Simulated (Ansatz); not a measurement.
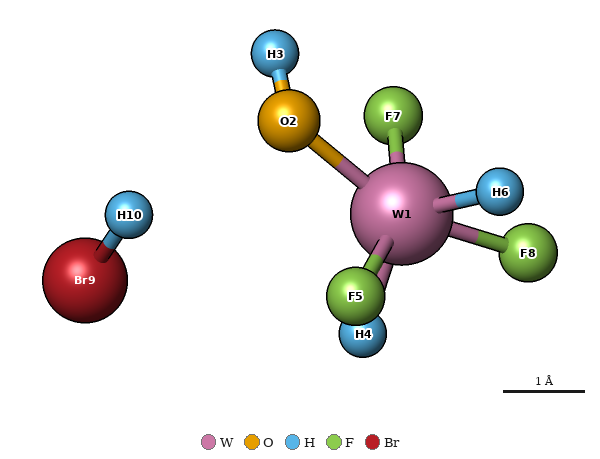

*The starting structure (ball-and-stick view, seen at a tilt; atoms are numbered from 1 in the order of the input). Sticks mark near contacts.*

**Run report: WH4BrOF3, nudged elastic band (part 1 of 2)**

- system: WH4BrOF3
- method: RKS B3LYP-D4/def2-SVP (Ansatz 0.2.0)

The run did not end well. It belongs to a series of runs on one base structure; here: band between the two ends.

**What the program printed**
```
Engine: ansatz 0.2.0, aarch64-unknown-linux-gnu
Functional definition: B3LYP
  parameter a0 = 0.2
  parameter ax = 0.72
  parameter ac = 0.81
  exchange = (1 - a0 - ax)*slater_x + ax*b88_x + a0*exact_x
  correlation = (1 - ac)*vwn_rpa_c + ac*lyp_c
1464 factors; integrals over basis functions are off by at most 3.0e-4 eV
mean field evaluation 1: about -82111.7891 eV, gradient 8.0e1 eV
mean field evaluation 2: about -81985.1947 eV, gradient 2.6e2 eV
mean field evaluation 4: about -82122.3697 eV, gradient 2.3e1 eV
mean field evaluation 8: about -82123.2480 eV, gradient 2.9e-1 eV
mean field evaluation 16: about -82123.3149 eV, gradient 2.7e-4 eV
mean field -82123.31487762 eV, -3017.9761565704 hartree, gradient 3.2e-5 eV, S^2 0.000000; 0 other end points of the search recorded, 0 dependent functions left out
the calculation of the forces begins
reference -82123.31521832 eV, -3017.9761690910 hartree; 44, 44 occupied and 96, 96 virtual orbitals, 1464 factors
1466 factors; integrals over basis functions are off by at most 1.1e-3 eV
mean field evaluation 32: about -82123.8800 eV, gradient 3.4e-3 eV
mean field -82123.87998059 eV, -3017.9969237215 hartree, gradient 5.8e-5 eV, S^2 0.000000; 0 other end points of the search recorded, 0 dependent functions left out
[... from here on the field's lines of each further geometry are left out, up to the last ...]
NEB iter   1: max|band force component| = 1.069e1 eV/Å  barrier→ = 5.9660 eV  barrier← = 6.5898 eV  Δτ_max = 0.2000 Å  (322 SCF iters)
NEB iter   2: max|band force component| = 4.391e0 eV/Å  barrier→ = 3.4438 eV  barrier← = 4.0676 eV  Δτ_max = 0.2000 Å  (311 SCF iters)
NEB iter   3: max|band force component| = 3.688e0 eV/Å  barrier→ = 1.6539 eV  barrier← = 2.2778 eV  Δτ_max = 0.2000 Å  (296 SCF iters)
NEB iter   4: max|band force component| = 2.768e0 eV/Å  barrier→ = 0.9682 eV  barrier← = 1.5920 eV  Δτ_max = 0.2000 Å  (274 SCF iters)
NEB iter   5: max|band force component| = 2.067e0 eV/Å  barrier→ = 0.9447 eV  barrier← = 1.5686 eV  Δτ_max = 0.2000 Å  (268 SCF iters)
NEB iter   6: max|band force component| = 8.772e-1 eV/Å  barrier→ = 0.7600 eV  barrier← = 1.3838 eV  Δτ_max = 0.1996 Å  (257 SCF iters)
NEB iter   7: max|band force component| = 7.266e-1 eV/Å  barrier→ = 0.6096 eV  barrier← = 1.2334 eV  Δτ_max = 0.1977 Å  (260 SCF iters)
NEB iter   8: max|band force component| = 1.927e0 eV/Å  barrier→ = 0.5170 eV  barrier← = 1.1409 eV  Δτ_max = 0.1002 Å  (277 SCF iters)
NEB iter   9: max|band force component| = 1.227e0 eV/Å  barrier→ = 0.4158 eV  barrier← = 1.0396 eV  Δτ_max = 0.1004 Å  (252 SCF iters)
NEB iter  10: max|band force component| = 7.095e-1 eV/Å  barrier→ = 0.3572 eV  barrier← = 0.9811 eV  Δτ_max = 0.1006 Å  (257 SCF iters)
NEB iter  11: max|band force component| = 1.018e0 eV/Å  barrier→ = 0.3048 eV  barrier← = 0.9286 eV  Δτ_max = 0.0503 Å  (249 SCF iters)
NEB iter  12: max|band force component| = 8.194e-1 eV/Å  barrier→ = 0.2882 eV  barrier← = 0.9120 eV  Δτ_max = 0.1008 Å  (246 SCF iters)
NEB iter  13: max|band force component| = 8.641e-1 eV/Å  barrier→ = 0.2500 eV  barrier← = 0.8738 eV  Δτ_max = 0.2000 Å  (250 SCF iters)
NEB iter  14: max|band force component| = 9.344e-1 eV/Å  barrier→ = 0.2692 eV  barrier← = 0.8930 eV  Δτ_max = 0.1000 Å  (264 SCF iters)
NEB iter  15: max|band force component| = 6.833e-1 eV/Å  barrier→ = 0.2915 eV  barrier← = 0.9153 eV  Δτ_max = 0.1014 Å  (260 SCF iters)
NEB iter  16: max|band force component| = 5.812e-1 eV/Å  barrier→ = 0.3589 eV  barrier← = 0.9827 eV  Δτ_max = 0.1005 Å  (249 SCF iters)
NEB iter  17: max|band force component| = 5.235e-1 eV/Å  barrier→ = 0.4592 eV  barrier← = 1.0830 eV  CI = image 2  Δτ_max = 0.1009 Å  (246 SCF iters)
NEB iter  18: max|band force component| = 4.668e-1 eV/Å  barrier→ = 0.4090 eV  barrier← = 1.0328 eV  CI = image 2  Δτ_max = 0.1005 Å  (243 SCF iters)
NEB iter  19: max|band force component| = 4.752e-1 eV/Å  barrier→ = 0.2943 eV  barrier← = 0.9181 eV  CI = image 2  Δτ_max = 0.1003 Å  (244 SCF iters)
NEB iter  20: max|band force component| = 4.165e-1 eV/Å  barrier→ = 0.1788 eV  barrier← = 0.8026 eV  CI = image 2  Δτ_max = 0.2000 Å  (247 SCF iters)
NEB iter  21: max|band force component| = 1.644e0 eV/Å  barrier→ = 0.1005 eV  barrier← = 0.7243 eV  CI = image 3  Δτ_max = 0.2000 Å  (254 SCF iters)
NEB iter  22: max|band force component| = 1.048e0 eV/Å  barrier→ = 0.2855 eV  barrier← = 0.9093 eV  CI = image 2  Δτ_max = 0.1995 Å  (263 SCF iters)
NEB iter  23: max|band force component| = 2.244e0 eV/Å  barrier→ = 0.1265 eV  barrier← = 0.7503 eV  CI = image 3  Δτ_max = 0.1980 Å  (261 SCF iters)
NEB iter  24: max|band force component| = 7.950e-1 eV/Å  barrier→ = 0.3267 eV  barrier← = 0.9505 eV  CI = image 2  Δτ_max = 0.2000 Å  (263 SCF iters)
NEB iter  25: max|band force component| = 6.130e-1 eV/Å  barrier→ = 0.1540 eV  barrier← = 0.7778 eV  CI = image 2  Δτ_max = 0.1959 Å  (257 SCF iters)
NEB iter  26: max|band force component| = 2.654e0 eV/Å  barrier→ = 0.1013 eV  barrier← = 0.7251 eV  CI = image 3  Δτ_max = 0.2000 Å  (248 SCF iters)
NEB iter  27: max|band force component| = 1.560e0 eV/Å  barrier→ = 0.1987 eV  barrier← = 0.8226 eV  CI = image 2  Δτ_max = 0.2000 Å  (267 SCF iters)
NEB iter  28: max|band force component| = 2.856e0 eV/Å  barrier→ = 0.1073 eV  barrier← = 0.7311 eV  CI = image 3  Δτ_max = 0.1987 Å  (254 SCF iters)
NEB iter  29: max|band force component| = 1.754e0 eV/Å  barrier→ = 0.1665 eV  barrier← = 0.7903 eV  CI = image 2  Δτ_max = 0.2000 Å  (261 SCF iters)
NEB iter  30: max|band force component| = 2.882e0 eV/Å  barrier→ = 0.1167 eV  barrier← = 0.7405 eV  CI = image 3  Δτ_max = 0.2000 Å  (260 SCF iters)
NEB iter  31: max|band force component| = 2.144e0 eV/Å  barrier→ = 0.2113 eV  barrier← = 0.8352 eV  CI = image 1  Δτ_max = 0.2000 Å  (268 SCF iters)
NEB iter  32: max|band force component| = 1.096e0 eV/Å  barrier→ = 0.1943 eV  barrier← = 0.8182 eV  CI = image 3  Δτ_max = 0.1991 Å  (252 SCF iters)
NEB iter  33: max|band force component| = 8.825e-1 eV/Å  barrier→ = 0.1580 eV  barrier← = 0.7818 eV  CI = image 3  Δτ_max = 0.2000 Å  (244 SCF iters)
NEB iter  34: max|band force component| = 6.629e-1 eV/Å  barrier→ = 0.1268 eV  barrier← = 0.7507 eV  CI = image 3  Δτ_max = 0.2000 Å  (250 SCF iters)
NEB iter  35: max|band force component| = 7.492e-1 eV/Å  barrier→ = 0.1180 eV  barrier← = 0.7418 eV  CI = image 3  Δτ_max = 0.2000 Å  (249 SCF iters)
NEB iter  36: max|band force component| = 1.138e0 eV/Å  barrier→ = 0.1780 eV  barrier← = 0.8018 eV  CI = image 3  Δτ_max = 0.2000 Å  (245 SCF iters)
NEB iter  37: max|band force component| = 1.134e0 eV/Å  barrier→ = 0.2573 eV  barrier← = 0.8811 eV  CI = image 3  Δτ_max = 0.2000 Å  (254 SCF iters)
NEB iter  38: max|band force component| = 1.257e0 eV/Å  barrier→ = 0.3030 eV  barrier← = 0.9269 eV  CI = image 3  Δτ_max = 0.2000 Å  (266 SCF iters)
NEB iter  39: max|band force component| = 1.363e0 eV/Å  barrier→ = 0.3822 eV  barrier← = 1.0060 eV  CI = image 3  Δτ_max = 0.2000 Å  (258 SCF iters)
NEB iter  40: max|band force component| = 1.970e0 eV/Å  barrier→ = 0.4561 eV  barrier← = 1.0799 eV  CI = image 3  Δτ_max = 0.1997 Å  (258 SCF iters)
NEB iter  41: max|band force component| = 1.379e0 eV/Å  barrier→ = 0.3713 eV  barrier← = 0.9951 eV  CI = image 3  Δτ_max = 0.2000 Å  (256 SCF iters)
NEB iter  42: max|band force component| = 1.821e0 eV/Å  barrier→ = 0.4900 eV  barrier← = 1.1139 eV  CI = image 4  Δτ_max = 0.2000 Å  (260 SCF iters)
NEB iter  43: max|band force component| = 1.507e0 eV/Å  barrier→ = 0.5470 eV  barrier← = 1.1708 eV  CI = image 4  Δτ_max = 0.2000 Å  (262 SCF iters)
NEB iter  44: max|band force component| = 1.554e0 eV/Å  barrier→ = 0.5936 eV  barrier← = 1.2174 eV  CI = image 4  Δτ_max = 0.1581 Å  (258 SCF iters)
NEB iter  45: max|band force component| = 8.090e-1 eV/Å  barrier→ = 0.4050 eV  barrier← = 1.0288 eV  CI = image 4  Δτ_max = 0.1998 Å  (247 SCF iters)
NEB iter  46: max|band force component| = 4.151e-1 eV/Å  barrier→ = 0.3500 eV  barrier← = 0.9738 eV  CI = image 4  Δτ_max = 0.2000 Å  (247 SCF iters)
NEB iter  47: max|band force component| = 3.746e-1 eV/Å  barrier→ = 0.3084 eV  barrier← = 0.9322 eV  CI = image 4  Δτ_max = 0.2000 Å  (251 SCF iters)
NEB iter  48: max|band force component| = 2.318e0 eV/Å  barrier→ = 0.3512 eV  barrier← = 0.9751 eV  CI = image 1  Δτ_max = 0.1015 Å  (256 SCF iters)
NEB iter  49: max|band force component| = 1.925e0 eV/Å  barrier→ = 0.3209 eV  barrier← = 0.9448 eV  CI = image 1  Δτ_max = 0.2000 Å  (259 SCF iters)
NEB iter  50: max|band force component| = 2.318e0 eV/Å  barrier→ = 0.2434 eV  barrier← = 0.8672 eV  CI = image 1  Δτ_max = 0.2000 Å  (268 SCF iters)
NEB iter  51: max|band force component| = 4.599e0 eV/Å  barrier→ = 0.2551 eV  barrier← = 0.8789 eV  CI = image 3  Δτ_max = 0.1010 Å  (266 SCF iters)
NEB iter  52: max|band force component| = 1.195e0 eV/Å  barrier→ = 0.2035 eV  barrier← = 0.8274 eV  CI = image 1  Δτ_max = 0.2000 Å  (246 SCF iters)
NEB iter  53: max|band force component| = 8.935e-1 eV/Å  barrier→ = 0.4025 eV  barrier← = 1.0263 eV  CI = image 3  Δτ_max = 0.2000 Å  (272 SCF iters)
NEB iter  54: max|band force component| = 8.494e-1 eV/Å  barrier→ = 0.3194 eV  barrier← = 0.9432 eV  CI = image 3  Δτ_max = 0.1017 Å  (259 SCF iters)
NEB iter  55: max|band force component| = 1.631e0 eV/Å  barrier→ = 0.2118 eV  barrier← = 0.8356 eV  CI = image 1  Δτ_max = 0.1005 Å  (245 SCF iters)
NEB iter  56: max|band force component| = 8.605e-1 eV/Å  barrier→ = 0.2609 eV  barrier← = 0.8847 eV  CI = image 3  Δτ_max = 0.2000 Å  (247 SCF iters)
NEB iter  57: max|band force component| = 8.642e-1 eV/Å  barrier→ = 0.3075 eV  barrier← = 0.9314 eV  CI = image 3  Δτ_max = 0.1009 Å  (245 SCF iters)
NEB iter  58: max|band force component| = 1.208e0 eV/Å  barrier→ = 0.3648 eV  barrier← = 0.9886 eV  CI = image 3  Δτ_max = 0.1008 Å  (248 SCF iters)
NEB iter  59: max|band force component| = 1.414e0 eV/Å  barrier→ = 0.5347 eV  barrier← = 1.1586 eV  CI = image 3  Δτ_max = 0.2000 Å  (248 SCF iters)
the calculation of the forces begins
reference -82123.49475996 eV, -3017.9827671243 hartree; 44, 44 occupied and 96, 96 virtual orbitals, 1464 factors
these checks for a lower state are left out or cut short: starts, cluster_reference, orbital_swaps, neighbouring_geometries, increment
1467 factors; integrals over basis functions are off by at most 7.6e-4 eV
mean field evaluation 3200: about -82123.6777 eV, gradient 2.1e-5 eV
mean field -82123.67768172 eV, -3017.9894893750 hartree, gradient 2.0e-5 eV, S^2 0.000000; 0 other end points of the search recorded, 0 dependent functions left out
the calculation of the forces begins
reference -82123.67800313 eV, -3017.9895011868 hartree; 44, 44 occupied and 96, 96 virtual orbitals, 1467 factors
NEB iter  60: max|band force component| = 2.258e0 eV/Å  barrier→ = 0.8343 eV  barrier← = 1.4581 eV  CI = image 3  Δτ_max = 0.2000 Å  (251 SCF iters)
```

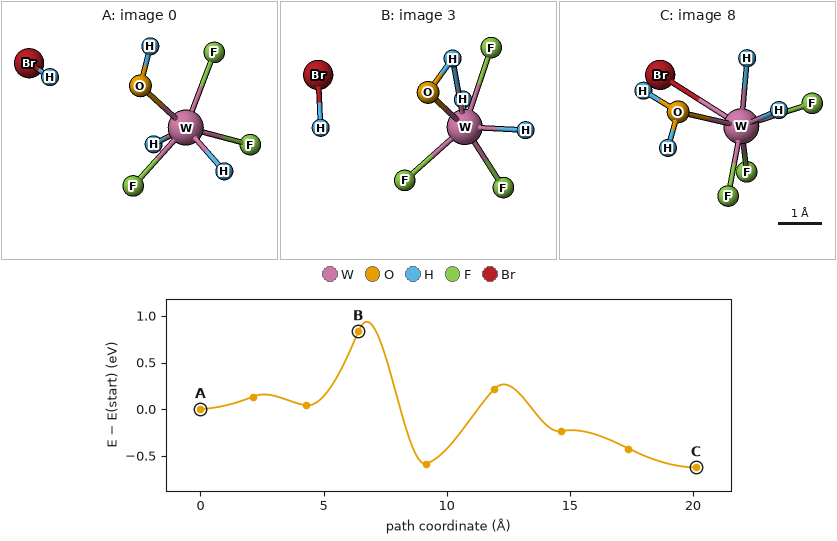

*Images of the last band (counted from 0; ball-and-stick, seen at a tilt) above the energy along the path; the line is a cubic interpolation that uses the forces.*

The highest image is number 3, 0.834 eV above the start and 1.458 eV above the end (the climbing image); the end lies 0.624 eV below the start. The path is 20.12 Å long. The band had not converged after 60 iterations.
